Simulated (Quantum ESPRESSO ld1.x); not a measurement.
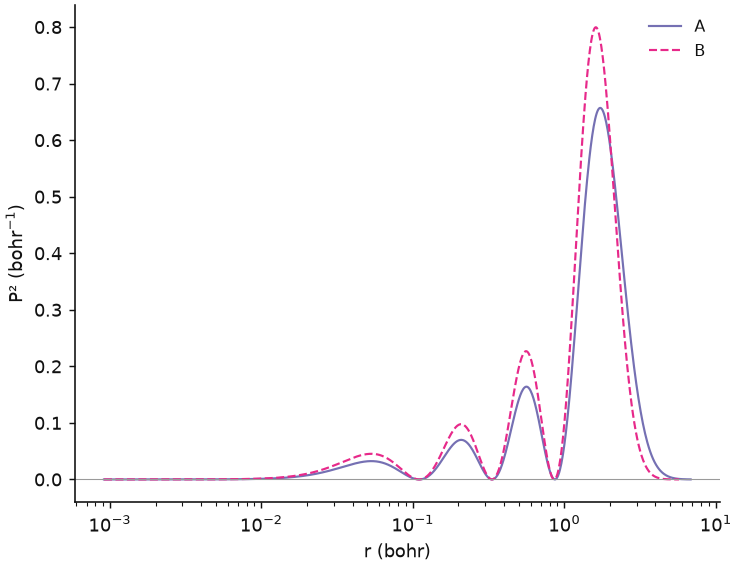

Two charge states of caesium were computed: Cs⁵⁺ in [Kr] 4d10 5s2 5p2 (open shells shared over both j by 2j + 1); Cs⁺ in [Xe]. The calculation used Quantum ESPRESSO ld1.x 7.5 at this level: Dirac Kohn-Sham, PW91, spin-unpolarised, spherical densities, point nucleus.

The plot shows P² of the 5p1/2 orbital in both runs (large components where relativistic).

Assign A and B.

A is Cs⁺ in [Xe] (⟨r⟩ = 2.01 bohr, eigenvalue −19.9 eV); B is Cs⁵⁺ in [Kr] 4d10 5s2 5p2 (open shells shared over both j by 2j + 1) (⟨r⟩ = 1.76 bohr, eigenvalue −64.5 eV). Fewer electrons screen less, so the orbital shrinks.
